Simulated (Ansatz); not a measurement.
# BCCD(T)/STO-3G run of GeH4 (germane)

What is the energy change on altering one bond length of GeH4 (germane) at BCCD(T)/STO-3G? 

The calculation is run with Ansatz 0.2.0.

32 further runs of the same task are left out: 3 that didn't finish, 29 set aside as unsound or not needed.

### Step 1. The structure to begin with

GeH4 has 5 atoms, charge 0, and is taken as a singlet. SMILES: `[GeH4]`. The shape is that of a PBE0-D4/def2-TZVP optimisation.

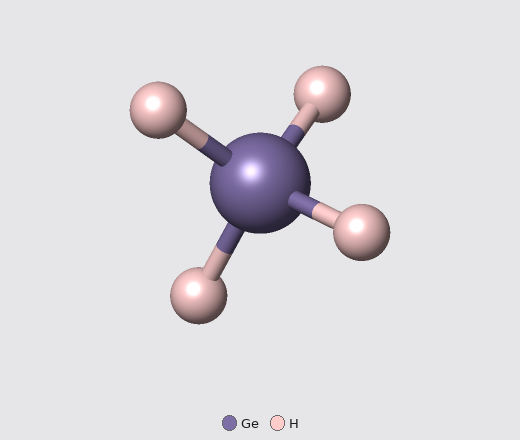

Viewed from a chosen angle; germanium purple, hydrogen pink.

### Step 2. A single-point energy at BCCD(T)/STO-3G

in.yaml

```yaml
crystal:
  periodic: [false, false, false]
  atoms:
    - symbol: Ge
      position_ang: [0.000100, 0.000100, -0.000000]
    - symbol: H
      position_ang: [1.148100, -0.756300, 0.680600]
    - symbol: H
      position_ang: [-1.238800, -0.030000, 0.904200]
    - symbol: H
      position_ang: [-0.329200, -0.669100, -1.340600]
    - symbol: H
      position_ang: [0.419800, 1.455400, -0.244100]
basis:
  gaussian:
    orbitals: STO-3G
correlation:
  method: bccd_t
  frozen_orbitals: {Ge: 9, H: 0}
accuracy: high
scf:
  omitted_lower_state_checks: [cluster_reference, increment]
```

Launch:

```sh
$ ansatz run in.yaml --threads 1 --pin off --max-ram 2610MiB --events-out events.jsonl --progress --plain --runs-dir runs
```

Standard output (excerpt; [...] marks lines left out):

```text
Warning: RAYON_NUM_THREADS=1 ignored (pool sized by the plan → 1); use --threads N
Functional definition: HF
  name "HF"
[...]
288 factors; integrals over basis functions are off by at most 3.8e-9 eV
[...]
mean field -55894.19649092 eV, -2054.0738345940 hartree, gradient 2.4e-8 eV, S^2 0.000000; 0 other end points of the search recorded, 0 dependent functions left out
9 core orbitals not correlated: weight in the atoms' cores, before any rotation towards them, 1.000 or more for the frozen orbitals, at most 0.000 for the correlated occupied ones
reference -55894.19649092 eV, -2054.0738345940 hartree; 9, 9 occupied and 4, 4 virtual orbitals, 288 factors
second order -1.20745287 eV of doubles, -0.00000000 eV of singles
cycle   1  -1.59625530 eV  change   -3.9e-1 eV  update   5.3e-2
[...]
cycle  17  -1.81750326 eV  change   -1.1e-9 eV  update  4.8e-10
perturbative correction -0.01325430 eV, -0.0004870864 hartree
Total energy: -55896.02724847 eV, -2054.1411136931 hartree
Checks for a lower state left out: cluster_reference, increment
```

It took 0.2 s on 1 thread of Arm Neoverse V1, shared host.

### Step 3. The distorted shape at the same level

run.yaml

```yaml
crystal:
  periodic: [false, false, false]
  atoms:
    - symbol: Ge
      position_ang: [0.309840, 0.007625, -0.226061]
    - symbol: H
      position_ang: [1.457840, -0.748775, 0.454539]
    - symbol: H
      position_ang: [-1.238800, -0.030000, 0.904200]
    - symbol: H
      position_ang: [-0.019460, -0.661575, -1.566661]
    - symbol: H
      position_ang: [0.729540, 1.462925, -0.470161]
basis:
  gaussian:
    orbitals: STO-3G
correlation:
  method: bccd_t
  frozen_orbitals: {Ge: 9, H: 0}
accuracy: high
scf:
  omitted_lower_state_checks: [cluster_reference, increment]
```

Launch:

```sh
$ ansatz run run.yaml --threads 1 --pin off --max-ram 2610MiB --events-out events.jsonl --progress --plain --runs-dir runs
```

Standard output (excerpt; [...] marks lines left out):

```text
Warning: RAYON_NUM_THREADS=1 ignored (pool sized by the plan → 1); use --threads N
[... 2 set-up lines as earlier in the session ...]
[...]
285 factors; integrals over basis functions are off by at most 1.9e-8 eV
[...]
mean field -55892.56442122 eV, -2054.0138571389 hartree, gradient 2.3e-8 eV, S^2 0.000000; 0 other end points of the search recorded, 0 dependent functions left out
9 core orbitals not correlated: weight in the atoms' cores, before any rotation towards them, 1.000 or more for the frozen orbitals, at most 0.000 for the correlated occupied ones
reference -55892.56442122 eV, -2054.0138571389 hartree; 9, 9 occupied and 4, 4 virtual orbitals, 285 factors
second order -1.39369523 eV of doubles, -0.00000000 eV of singles
cycle   1  -1.87760690 eV  change   -4.8e-1 eV  update   6.5e-2
[...]
cycle  20  -2.18080749 eV  change  -3.1e-10 eV  update  1.6e-10
perturbative correction -0.01733664 eV, -0.0006371097 hartree
Total energy: -55894.76256534 eV, -2054.0946374455 hartree
Checks for a lower state left out: cluster_reference, increment
```

Wall time 0.2 s (1 thread of Arm Neoverse V1, shared host).

### Step 4. What came out

At BCCD(T)/STO-3G, 9 core orbitals frozen:

```
                                                          quantity           value
                                         first shape: total energy  -2054.14111 Eh
          first shape: correlation energy (9 core orbitals frozen)       -67.3 mEh
                                       first shape: (T) correction       -0.49 mEh
                                     distorted shape: total energy  -2054.09464 Eh
      distorted shape: correlation energy (9 core orbitals frozen)       -80.8 mEh
                                   distorted shape: (T) correction       -0.64 mEh
energy change with the Ge1–H3 bond stretched from 1.534 to 1.918 Å        1.265 eV
```

What this shows: With the Ge1–H3 bond stretched from 1.534 to 1.918 Å the energy rises by 1.26 eV (122 kJ/mol). The first shape isn't relaxed at this level, so the change isn't measured from a minimum. The minimal basis adds a large error of its own. The triples (first shape) make up 0.7 % of the correlation energy. The triples (distorted shape) make up 0.8 % of the correlation energy.
